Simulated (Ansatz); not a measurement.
# Si2H3F2 radical: geometry and vibrations

Aim: relax Si2H3F2 radical from a cheap starting geometry, check the end point by its vibrations and derive ideal-gas thermochemistry, and look at its orbitals and charge.

Computed with Ansatz 0.2.0, Gaussian basis. Level: UKS PBE0-D4/def2-TZVP.

Levels to be run: relaxation at PBE-D4/def2-SVP; relaxation at PBE0-D4/def2-TZVP; harmonic vibrations at the same level; a single point in def2-TZVPP for the fields.

## (1) The starting structure

7 atoms, charge 0, spin multiplicity 2.

Atoms are counted from 1 here; the program's logs count them from 0.

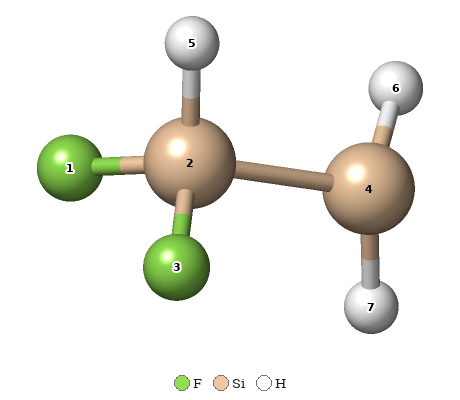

Start geometry, drawn with fluorine green, silicon light orange, hydrogen white; atoms are numbered from 1 in the order of the file.

The start is a force-field geometry with small random shifts, so a cheaper pass at PBE-D4/def2-SVP comes first.

## (2) Geometry optimisation, PBE-D4/def2-SVP (cheap first pass)

Input file in.yaml:

```yaml
crystal:
  periodic: [false, false, false]
  atoms:
    - {symbol: F, position_ang: [-0.401300, -1.573900, 1.208100]}
    - {symbol: Si, position_ang: [0.578400, -0.651700, 0.339200]}
    - {symbol: F, position_ang: [1.258400, -1.595300, -0.757400]}
    - {symbol: Si, position_ang: [-0.418000, 1.099200, -0.712600]}
    - {symbol: H, position_ang: [1.632600, -0.129300, 1.236600]}
    - {symbol: H, position_ang: [-1.014100, 2.126800, 0.241600]}
    - {symbol: H, position_ang: [-1.574800, 0.656200, -1.601200]}
basis:
  gaussian: {orbitals: def2-SVP}
magnetization: {spin_polarized: true, initial_magnetization: 1}
hamiltonian: {xc: pbe, dispersion: d4}
relax: {f_tol: 0.03, max_steps: 200}
```

Run with:

```bash
$ ansatz run in.yaml --threads 2 --pin off --events-out ev --progress --plain --max-ram 22528MiB --backend cpu
```

What it wrote, cut to the lines that bear on the results:

```text
Functional definition: PBE
  name "PBE"
  cite "Perdew, Burke & Ernzerhof, Phys. Rev. Lett. 77, 3865 (1996) doi:10.1103/PhysRevLett.77.3865"
  parent pbe
[...]
862 factors; their error is unknown
[...]
mean field -21216.60955285 eV, -779.6960199328 hartree, gradient 3.1e-5 eV, S^2 0.753080; 0 other end points of the search recorded, 0 dependent functions left out
[...]
reference -21216.60958531 eV, -779.6960211256 hartree; 25, 24 occupied and 54, 55 virtual orbitals, 862 factors
relax step   1: F+E_penalty+E_count = -21216.75562540 eV  Δ(F+E_penalty+E_count) = +0.000e0 eV  max|allowed force component| = 1.124e0 eV/Å  Δτ_max = 0.0000 Å  (28 SCF iters, accepted)
[...]
relax step   3: F+E_penalty+E_count = -21216.86653544 eV  Δ(F+E_penalty+E_count) = -2.760e-2 eV  max|allowed force component| = 1.211e-1 eV/Å  Δτ_max = 0.0701 Å  (30 SCF iters, accepted)
[...]
relax step   4: F+E_penalty+E_count = -21216.86896634 eV  Δ(F+E_penalty+E_count) = -2.431e-3 eV  max|allowed force component| = 2.300e-2 eV/Å  Δτ_max = 0.0268 Å  (30 SCF iters, accepted)
862 factors; their error is unknown
mean field -21216.72406415 eV, -779.7002281455 hartree, gradient 1.3e-5 eV, S^2 0.753279; 1 other end points of the search recorded, 0 dependent functions left out
[...]
reference -21216.72409652 eV, -779.7002293351 hartree; 25, 24 occupied and 54, 55 virtual orbitals, 862 factors
Total energy: -21216.86899871 eV, -779.7055543923 hartree
Atom 0 at    -0.406074    -1.585851     1.230448 Å, force     0.007365     0.004958    -0.003269 eV/Å
Atom 1 at     0.610673    -0.641093     0.364757 Å, force    -0.007524     0.022996     0.000563 eV/Å
Atom 2 at     1.269952    -1.601305    -0.780387 Å, force     0.001717    -0.002452    -0.003945 eV/Å
Atom 3 at    -0.511908     1.101578    -0.711611 Å, force    -0.010074    -0.014388     0.022113 eV/Å
Atom 4 at     1.698541    -0.178011     1.287052 Å, force    -0.008670    -0.011847    -0.007864 eV/Å
Atom 5 at    -1.008443     2.165071     0.232404 Å, force     0.000755    -0.002541    -0.017715 eV/Å
Atom 6 at    -1.591542     0.671609    -1.668363 Å, force     0.016432     0.003274     0.010117 eV/Å
Dipole moment:     0.004378     0.334031     0.005606 e Å
```

It took 15 s on 2 threads of AMD EPYC 7R13, shared host.

Relaxation path:

```tsv
step	energy from step 1 (eV)	largest force component (eV/Å)
1	0.0000	1.1243
2	-0.0833	0.6199
3	-0.1109	0.1211
4	-0.1133	0.0230
```

Close pairs (by a distance rule), those that changed most:

```tsv
bond	before (Å)	after (Å)	change (Å)
Si2–Si4	2.273	2.336	+0.063
Si2–F3	1.599	1.633	+0.035
F1–Si2	1.602	1.636	+0.034
Si2–H5	1.480	1.500	+0.020
Si4–H7	1.524	1.505	-0.019
Si4–H6	1.524	1.506	-0.018
```

## (3) Geometry optimisation, PBE0-D4/def2-TZVP

Input file in.yaml:

```yaml
crystal:
  periodic: [false, false, false]
  atoms:
    - {symbol: F, position_ang: [-0.406074, -1.585851, 1.230448]}
    - {symbol: Si, position_ang: [0.610673, -0.641093, 0.364757]}
    - {symbol: F, position_ang: [1.269952, -1.601305, -0.780387]}
    - {symbol: Si, position_ang: [-0.511908, 1.101578, -0.711611]}
    - {symbol: H, position_ang: [1.698541, -0.178011, 1.287052]}
    - {symbol: H, position_ang: [-1.008443, 2.165071, 0.232404]}
    - {symbol: H, position_ang: [-1.591542, 0.671609, -1.668363]}
basis:
  gaussian: {orbitals: def2-TZVP}
magnetization: {spin_polarized: true, initial_magnetization: 1}
hamiltonian: {xc: pbe0, dispersion: d4}
relax: {f_tol: 0.005, max_steps: 150}
```

The command is unchanged.

What it wrote, cut to the lines that bear on the results:

```text
Functional definition: PBE0
  name "PBE0"
  cite "Adamo & Barone, J. Chem. Phys. 110, 6158 (1999) doi:10.1063/1.478522"
  cite "Perdew, Burke & Ernzerhof, Phys. Rev. Lett. 77, 3865 (1996) doi:10.1103/PhysRevLett.77.3865"
  parent pbe
[...]
980 factors; their error is unknown
[...]
mean field -21230.97351771 eV, -780.2238859052 hartree, gradient 4.1e-5 eV, S^2 0.754839; 0 other end points of the search recorded, 0 dependent functions left out
[...]
reference -21230.97354920 eV, -780.2238870625 hartree; 25, 24 occupied and 129, 130 virtual orbitals, 980 factors
relax step   1: F+E_penalty+E_count = -21231.09606205 eV  Δ(F+E_penalty+E_count) = +0.000e0 eV  max|allowed force component| = 1.178e0 eV/Å  Δτ_max = 0.0000 Å  (29 SCF iters, accepted)
[...]
reference -21231.04390686 eV, -780.2264726585 hartree; 25, 24 occupied and 129, 130 virtual orbitals, 980 factors
Total energy: -21231.16677958 eV, -780.2309881477 hartree
Atom 0 at    -0.375529    -1.578787     1.205948 Å, force    -0.001141     0.001413     0.000361 eV/Å
Atom 1 at     0.600416    -0.645392     0.361046 Å, force     0.001895    -0.002720     0.000366 eV/Å
Atom 2 at     1.259452    -1.577365    -0.748619 Å, force     0.000310     0.000740    -0.000304 eV/Å
Atom 3 at    -0.517548     1.089508    -0.706295 Å, force    -0.003397     0.001853    -0.001628 eV/Å
Atom 4 at     1.670432    -0.186410     1.274491 Å, force     0.000203     0.000003     0.000357 eV/Å
Atom 5 at    -0.987897     2.155035     0.217068 Å, force     0.001176    -0.000553     0.001044 eV/Å
Atom 6 at    -1.588127     0.675408    -1.649340 Å, force     0.000953    -0.000735    -0.000195 eV/Å
Dipole moment:    -0.007131     0.354583    -0.007682 e Å
```

Run time: 59 s. Hardware: 2 threads of AMD EPYC 7R13, shared host; peak memory 0.47 GiB.

Step by step:

```tsv
step	energy from step 1 (eV)	largest force component (eV/Å)
1	0.0000	1.1785
2	-0.0485	0.9541
3	-0.0682	0.1129
4	-0.0702	0.0479
5	-0.0705	0.0251
6	-0.0706	0.0200
7	-0.0707	0.0034
```

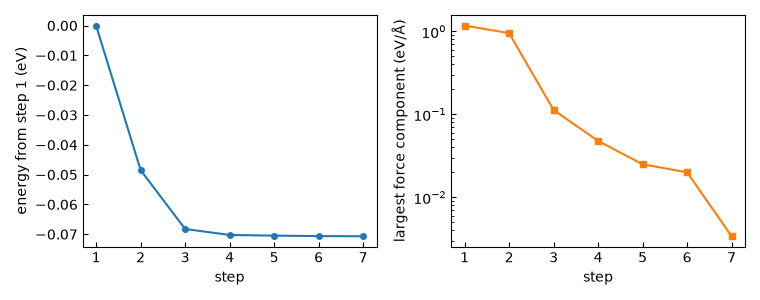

Energy and force, step by step.

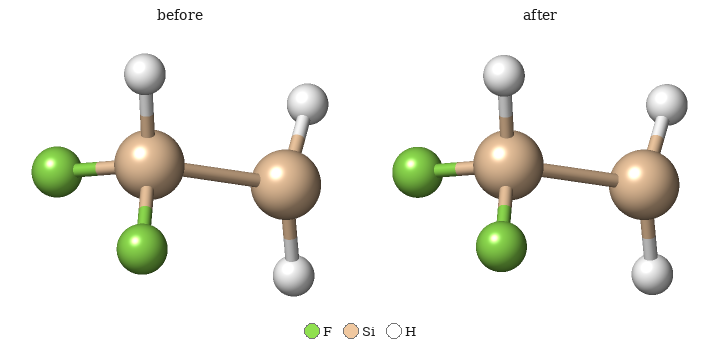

The geometry before (left) and after (right).

Close pairs (by a distance rule), those that changed most:

```tsv
bond	before (Å)	after (Å)	change (Å)
F1–Si2	1.636	1.593	-0.043
Si2–F3	1.633	1.592	-0.041
Si4–H6	1.506	1.486	-0.020
Si4–H7	1.505	1.486	-0.020
Si2–H5	1.500	1.480	-0.020
Si2–Si4	2.336	2.324	-0.012
```

Mulliken charges of the relaxed molecule (report file):

```tsv
atom	value (e)
F1	-0.29
Si2	0.66
F3	-0.30
Si4	-0.07
H5	-0.04
H6	0.02
H7	0.02
```

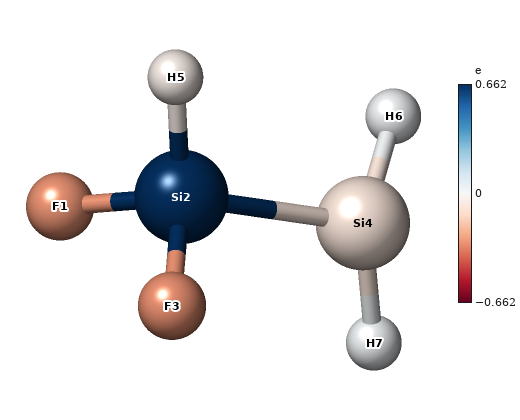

Mulliken charges of the relaxed molecule (report file), as colours on the atoms.

## (4) Harmonic vibrations

Input file in.yaml:

```yaml
crystal:
  periodic: [false, false, false]
  atoms:
    - {symbol: F, position_ang: [-0.375529, -1.578787, 1.205948]}
    - {symbol: Si, position_ang: [0.600416, -0.645392, 0.361046]}
    - {symbol: F, position_ang: [1.259452, -1.577365, -0.748619]}
    - {symbol: Si, position_ang: [-0.517548, 1.089508, -0.706295]}
    - {symbol: H, position_ang: [1.670432, -0.186410, 1.274491]}
    - {symbol: H, position_ang: [-0.987897, 2.155035, 0.217068]}
    - {symbol: H, position_ang: [-1.588127, 0.675408, -1.649340]}
basis:
  gaussian: {orbitals: def2-TZVP}
magnetization: {spin_polarized: true, initial_magnetization: 1}
hamiltonian: {xc: pbe0, dispersion: d4}
phonons: {temperatures: {t_min: 298.15, t_max: 900, t_step: 200}}
```

Launched as before.

What it wrote, cut to the lines that bear on the results:

```text
Functional definition: PBE0
  name "PBE0"
  cite "Adamo & Barone, J. Chem. Phys. 110, 6158 (1999) doi:10.1063/1.478522"
  cite "Perdew, Burke & Ernzerhof, Phys. Rev. Lett. 77, 3865 (1996) doi:10.1103/PhysRevLett.77.3865"
  parent pbe
[...]
980 factors; their error is unknown
[...]
mean field -21231.04387578 eV, -780.2264715165 hartree, gradient 3.4e-5 eV, S^2 0.754906; 0 other end points of the search recorded, 0 dependent functions left out
[...]
reference -21231.04390717 eV, -780.2264726701 hartree; 25, 24 occupied and 129, 130 virtual orbitals, 980 factors
[...]
980 factors; their error is unknown
mean field -21231.04382645 eV, -780.2264697035 hartree, gradient 2.8e-6 eV, S^2 0.754907; 0 other end points of the search recorded, 0 dependent functions left out
[...]
reference -21231.04385783 eV, -780.2264708570 hartree; 25, 24 occupied and 129, 130 virtual orbitals, 980 factors
[...]
reference -21231.04388865 eV, -780.2264719895 hartree; 25, 24 occupied and 129, 130 virtual orbitals, 980 factors
Total energy: -21231.16677989 eV, -780.2309881591 hartree
Atom 0 at    -0.375529    -1.578787     1.205948 Å, force    -0.001143     0.001417     0.000356 eV/Å
Atom 1 at     0.600416    -0.645392     0.361046 Å, force     0.001912    -0.002728     0.000369 eV/Å
Atom 2 at     1.259452    -1.577365    -0.748619 Å, force     0.000304     0.000746    -0.000300 eV/Å
Atom 3 at    -0.517548     1.089508    -0.706295 Å, force    -0.003398     0.001851    -0.001635 eV/Å
Atom 4 at     1.670432    -0.186410     1.274491 Å, force     0.000195     0.000002     0.000351 eV/Å
Atom 5 at    -0.987897     2.155035     0.217068 Å, force     0.001173    -0.000551     0.001049 eV/Å
Atom 6 at    -1.588127     0.675408    -1.649340 Å, force     0.000956    -0.000737    -0.000191 eV/Å
Dipole moment:    -0.007131     0.354584    -0.007682 e Å
Vibrations: 84.10 158.77 212.25 313.91 407.65 463.31 529.29 810.14 825.70 857.00 921.28 940.30 2216.20 2242.38 2255.77 cm⁻¹, zero-point energy 0.820655 eV
```

It took 2.3 min on 2 threads of AMD EPYC 7R13, shared host; peak memory 0.48 GiB.

Motions are named by where the mode's potential energy lies. Wavenumbers, unscaled:

```tsv
mode	cm⁻¹	motion
1	84	torsion
2	159	bend
3	212	bend
4	314	bend with torsion
5	408	Si–Si stretch
6	463	torsion with bend
7	529	bend
8	810	bend with torsion
9	826	bend
10	857	Si–F stretch
11	921	bend with Si–F stretch
12	940	Si–F stretch
13	2216	Si–H stretch
14	2242	Si–H stretch
15	2256	Si–H stretch
```

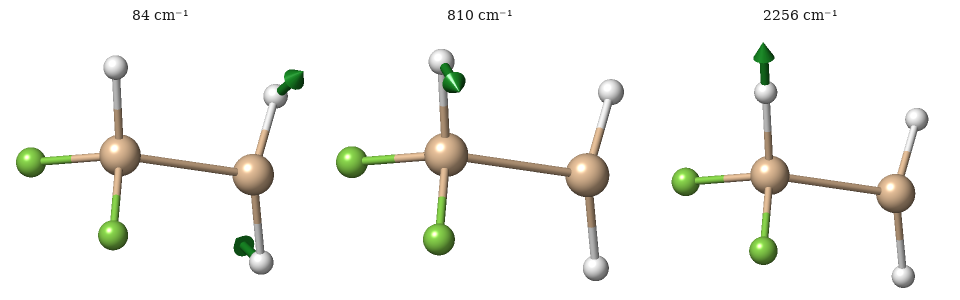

Displacements of 3 modes, as arrows.

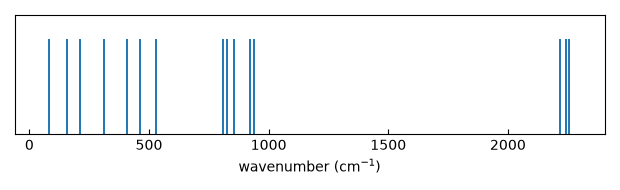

The harmonic wavenumbers as sticks (no intensities were computed).

From these modes and the moments of inertia (298.15 K, 1 bar, symmetry number 1):

```tsv
term	value
zero-point energy	79.2 kJ/mol
H(298) − E	98.0 kJ/mol
entropy, electronic degeneracy	5.8 J/(mol K)
entropy, translation	165.9 J/(mol K)
entropy, rotation	110.5 J/(mol K)
entropy, vibration	53.6 J/(mol K)
entropy, total	335.8 J/(mol K)
```

## (5) A single point for the fields

in.yaml: that of step 4 with these lines changed.

```diff
@@ -11,5 +11,5 @@
 basis:
-  gaussian: {orbitals: def2-TZVP}
+  gaussian: {orbitals: def2-TZVPP}
 magnetization: {spin_polarized: true, initial_magnetization: 1}
 hamiltonian: {xc: pbe0, dispersion: d4}
-phonons: {temperatures: {t_min: 298.15, t_max: 900, t_step: 200}}
+output: {orbitals: {seedname: orbitals}}
```

Launched as before.

What it wrote:

```text
Functional definition: PBE0
  name "PBE0"
  cite "Adamo & Barone, J. Chem. Phys. 110, 6158 (1999) doi:10.1063/1.478522"
  cite "Perdew, Burke & Ernzerhof, Phys. Rev. Lett. 77, 3865 (1996) doi:10.1103/PhysRevLett.77.3865"
  parent pbe
  parameter a = 0.25
  parameter kappa = 0.804
  parameter beta = 0.06672455060314922
  exchange = (1 - a)*pbe_x(kappa = kappa, mu = beta*pi^2/3) + a*exact_x
  correlation = pbe_c(beta = beta)
1071 factors; their error is unknown
mean field evaluation 1: about -21228.4603 eV, gradient 3.0e1 eV
mean field evaluation 2: about -21225.2356 eV, gradient 4.7e1 eV
mean field evaluation 4: about -21231.0071 eV, gradient 6.9e-1 eV
mean field evaluation 8: about -21231.0104 eV, gradient 3.1e-2 eV
mean field evaluation 16: about -21231.0629 eV, gradient 3.8e-5 eV
mean field -21231.06285499 eV, -780.2271689895 hartree, gradient 3.8e-5 eV, S^2 0.754920; 0 other end points of the search recorded, 0 dependent functions left out
reference -21231.06288612 eV, -780.2271701337 hartree; 25, 24 occupied and 163, 164 virtual orbitals, 1071 factors
Total energy: -21231.18575884 eV, -780.2316856226 hartree
```

It took 3.7 s on 2 threads of AMD EPYC 7R13, shared host; peak memory 0.56 GiB.

The fields below are evaluated on a grid from the run's orbitals.

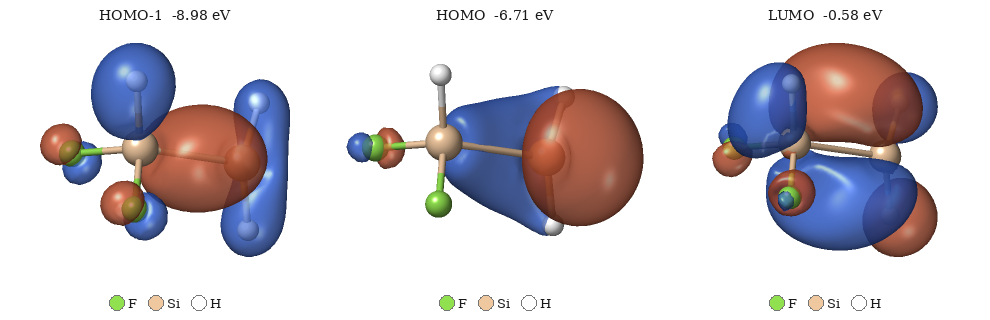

PBE0-D4/def2-TZVPP orbitals (alpha spin) near the gap, drawn at the value that encloses 70 % of each; the two colours are the two signs.

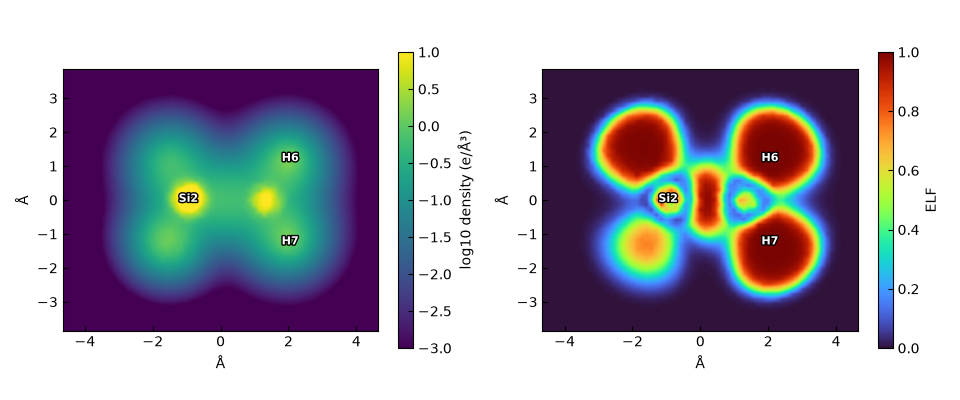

Density (left) and ELF (right) in a plane through or near 3 of the atoms.

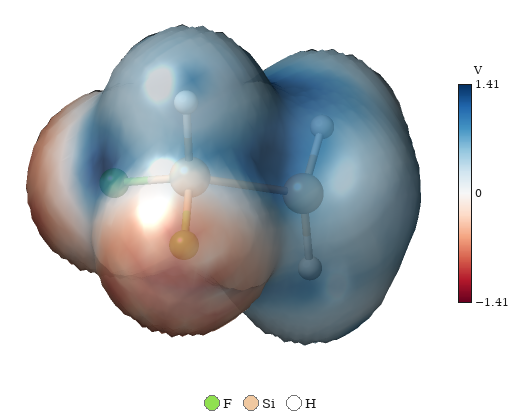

Electrostatic potential on the surface of density 0.002 e/bohr³; red is low, blue high. It runs, from the 1st to the 99th percentile, from -0.77 V near F1 to 1.41 V near H5.

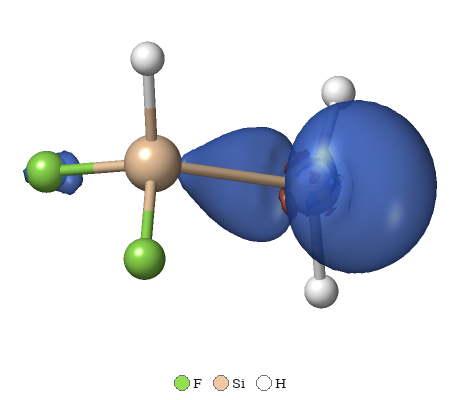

Spin density at ±0.05 e/Å³ (alpha excess blue, beta excess red).

## (6) Results

| quantity | value |
| --- | --- |
| point group | C1 |
| steps | 4 + 7 |
| shift from the start (rms) | 0.058 Å |
| total energy | -21231.1668 eV |
| dispersion term | -123 meV |
| dipole moment | 1.70 D |
| lowest, highest wavenumber | 84, 2256 cm⁻¹ |
| zero-point energy | 79.2 kJ/mol |
| entropy at 298.15 K | 335.8 J/(mol K) |
| HOMO, LUMO (alpha spin) | -6.71, -0.58 eV |

What this shows: The relaxed geometry lies 0.06 Å (rms) from the start; the bond that changed most is Si2–Si4, from 2.273 to 2.324 Å. All wavenumbers are real, so the end point is a minimum. The stiffest mode, 2256 cm⁻¹, is an Si–H stretch, and 2 modes under 200 cm⁻¹ make the vibrational entropy uncertain. Harmonic hybrid wavenumbers usually lie a few per cent above measured fundamentals. The largest Mulliken charge, +0.66 e, sits on Si2. The alpha HOMO lies mostly on Si4 67 %; H6, H7 about 10 % each and the LUMO on Si2, Si4 about 22 % each; H5, H7 about 14 % each. The unpaired spin sits mainly on Si4 69 %; H6, H7 about 10 % each.
